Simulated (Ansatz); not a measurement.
# Calculations on C₄H₅Br

Part 1: Relaxation

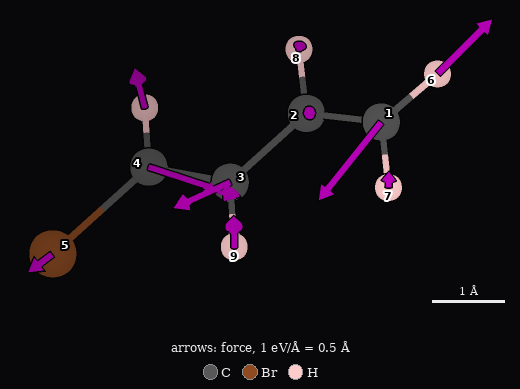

Starting geometry of C4H5Br with the computed forces as purple arrows. A ball-and-stick model, seen at a tilt.

The run prepares an end point of a later path (torsion) calculation, from a guessed geometry.

Theory: RKS PBE0-D4/def2-SVP (Ansatz).

Input file:
```yaml
crystal:
  periodic: [false, false, false]
  atoms:
    - { symbol: C, position_ang: [-0.6121, -1.3313, 1.251] }
    - { symbol: C, position_ang: [-0.1976, -0.7803, 0.0923] }
    - { symbol: C, position_ang: [0.106, 0.6198, -0.0818] }
    - { symbol: C, position_ang: [0.6795, 1.1376, -1.2174] }
    - { symbol: Br, position_ang: [1.0438, 2.9076, -1.4701] }
    - { symbol: H, position_ang: [-0.8985, -2.3272, 1.3153] }
    - { symbol: H, position_ang: [-0.7914, -0.6738, 2.1269] }
    - { symbol: H, position_ang: [-0.0176, -1.4216, -0.7669] }
    - { symbol: H, position_ang: [0.0013, 1.2874, 0.8337] }
    - { symbol: H, position_ang: [0.7697, 0.5307, -2.0799] }
basis:
  gaussian: { orbitals: def2-SVP }
hamiltonian:
  xc: pbe0
  dispersion: d4
relax:
  f_tol: 0.015
  max_steps: 40
```

Launched with:
```bash
ansatz run input.yaml --threads 2 --pin off --max-ram 3072MiB --backend cpu --events-out ev --progress --plain --runs-dir out
```

**What follows when this structure is relaxed?**

It isn't relaxed: the largest force vector, on C4, is 3.03 eV/Å. The final displacements follow the starting forces only in part (cosine between the two patterns 0.67). After 6 geometry steps the energy has fallen by 5.27 kcal/mol. Largest force component: 2.9 eV/Å at the start, 0.011 eV/Å at the end. The largest move after the best rigid fit is that of C4, 0.059 Å. Largest moves by element: C 0.059 Å, H 0.041 Å, Br 0.032 Å. Among the contacts that change: C1–H6 1.038 → 1.092 Å, C4–Br5 1.825 → 1.871 Å, C3–H9 1.138 → 1.095 Å, C4–H10 1.058 → 1.093 Å. Bond angles that change, for instance: C3–C4–H10 119.5° → 123.0°, C2–C1–H7 119.1° → 121.4°.

Part 2: Relaxation

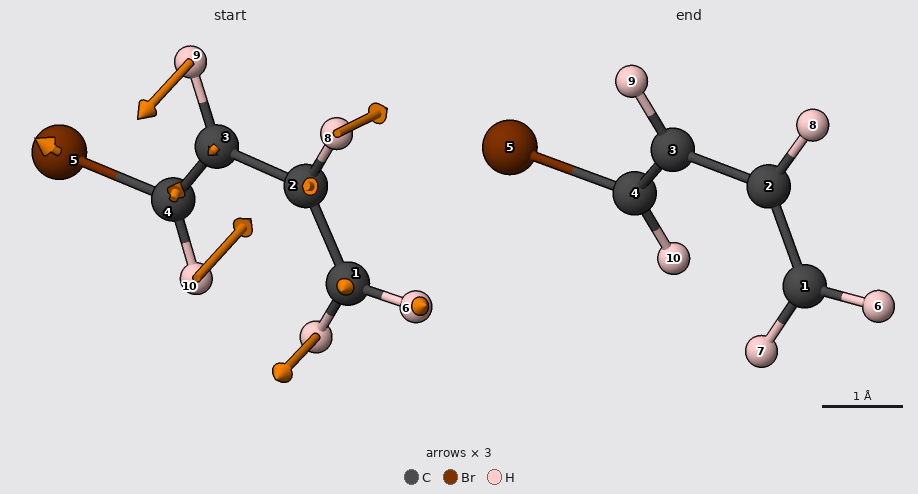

The structure of C$_{4}$H$_{5}$Br before (left) and after (right) a relaxation, at one scale. The orange arrows give the displacements, 3 times their true length.

The picture is a ball-and-stick view, seen from a free direction.

The run prepares an end point of a later path (torsion) calculation, from a guessed geometry.

Computed with RKS PBE0-D4/def2-SVP (Ansatz).

Input file:
```yaml
crystal:
  periodic: [false, false, false]
  atoms:
    - { symbol: C, position_ang: [-0.6121, -1.3313, 1.251] }
    - { symbol: C, position_ang: [-0.1976, -0.7803, 0.0923] }
    - { symbol: C, position_ang: [0.106, 0.6198, -0.0818] }
    - { symbol: C, position_ang: [-0.14775, 1.5766, 0.87044] }
    - { symbol: Br, position_ang: [0.2555, 3.34627, 0.68298] }
    - { symbol: H, position_ang: [-0.8985, -2.3272, 1.3153] }
    - { symbol: H, position_ang: [-0.7914, -0.6738, 2.1269] }
    - { symbol: H, position_ang: [-0.0176, -1.4216, -0.7669] }
    - { symbol: H, position_ang: [0.42747, 0.95185, -1.1216] }
    - { symbol: H, position_ang: [-0.43391, 1.27979, 1.84531] }
basis:
  gaussian: { orbitals: def2-SVP }
hamiltonian:
  xc: pbe0
  dispersion: d4
relax:
  f_tol: 0.015
  max_steps: 40
```

Run as
```bash
ansatz run input.yaml --threads 2 --pin off --max-ram 3072MiB --backend cpu --events-out ev --progress --plain --runs-dir out
```

What changed between the two?

Answer. After 10 accepted moves (12 points after the start) the energy has fallen by 0.284 eV. The largest force component goes from 2.6 to 0.0046 eV/Å. The line search rejected the trial steps at points 7, 8 of the run. The atom that moves furthest after the best rigid fit is H10 (0.52 Å). Largest moves by element: H 0.52 Å, Br 0.14 Å, C 0.10 Å. Near-neighbour distances that change, for instance: C1–H6 1.038 → 1.093 Å, C4–Br5 1.825 → 1.873 Å, C3–H9 1.138 → 1.095 Å, C3–C4 1.374 → 1.338 Å. Among the angles between lasting bonds that change: C3–C4–H10 119.5° → 123.3°, C2–C1–H7 119.1° → 121.8°. Groups turn about C2–C3 by about 30°. Cost: 38 s on 2 threads of Arm Neoverse V2, on a shared host, peak memory 0.27 GiB.

Part 3: Path

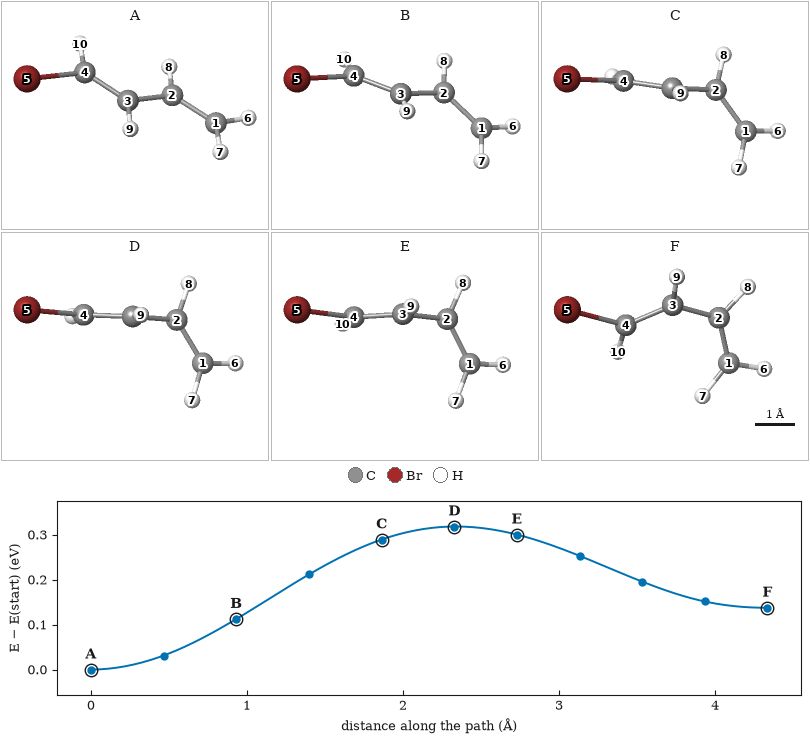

A search for the minimum-energy path of C₄H₅Br by the nudged elastic band. Images are numbered from 0 (start) to 10 (end). Frames A to F are images 0, 2, 4, 5, 6, 10. A ball-and-stick model, seen from a free direction.

Level of theory: RKS PBE0-D4/def2-SVP (Ansatz 0.2.0).

The input:
```yaml
crystal:
  periodic: [false, false, false]
  atoms:
    - { symbol: C, position_ang: [-0.647321, -1.301903, 1.245696] }
    - { symbol: C, position_ang: [-0.177038, -0.775958, 0.105571] }
    - { symbol: C, position_ang: [0.156917, 0.626996, -0.06266] }
    - { symbol: C, position_ang: [0.621645, 1.129104, -1.214754] }
    - { symbol: Br, position_ang: [1.052285, 2.93396, -1.454073] }
    - { symbol: H, position_ang: [-0.886221, -2.364851, 1.324881] }
    - { symbol: H, position_ang: [-0.806666, -0.684249, 2.134811] }
    - { symbol: H, position_ang: [-0.029999, -1.424901, -0.765836] }
    - { symbol: H, position_ang: [0.015599, 1.290429, 0.79733] }
    - { symbol: H, position_ang: [0.783899, 0.520274, -2.107866] }
basis:
  gaussian: { orbitals: def2-SVP }
hamiltonian:
  xc: pbe0
  dispersion: d4
neb:
  order_check: false
  images: 9
  f_tol: 0.03
  max_iterations: 42
  initial_path: idpp
  final_atoms:
    - { symbol: C, position_ang: [-0.93289565, -1.18243915, 0.71423672] }
    - { symbol: C, position_ang: [0.33990301, -0.83956984, 0.47751011] }
    - { symbol: C, position_ang: [0.8000392, 0.44399511, -0.05353613] }
    - { symbol: C, position_ang: [0.09283294, 1.19890022, -0.90269095] }
    - { symbol: Br, position_ang: [0.68182757, 2.86009641, -1.53770867] }
    - { symbol: H, position_ang: [-1.18907716, -2.17561632, 1.09047802] }
    - { symbol: H, position_ang: [-1.7573628, -0.48038525, 0.55768199] }
    - { symbol: H, position_ang: [1.13106566, -1.56225395, 0.70997347] }
    - { symbol: H, position_ang: [1.79524579, 0.78460949, 0.2515074] }
    - { symbol: H, position_ang: [-0.87847856, 0.90156427, -1.30435197] }
```

Command:
```bash
ansatz run input.yaml --threads 2 --pin off --max-ram 3072MiB --backend cpu --events-out ev --progress --plain --runs-dir out
```

Q: Describe the mechanism and the energy profile.

A: The highest point, image 5, lies 0.32 eV above the start and 0.18 eV above the end; the end is at +0.14 eV relative to the start. The motion is a rotation about the C2–C3 bond by about 150°. No bond forms or breaks between the ends. The band converged in 6 iterations. The largest component of the band force went from 1.2 to 0.017 eV/Å. The climbing image converged on the top of the path. Its vibrational analysis gives one imaginary mode (186i cm⁻¹), as a transition state must have.

Cost: 2.7 min on 2 threads of Arm Neoverse V2 (shared host), peak memory 0.28 GiB.
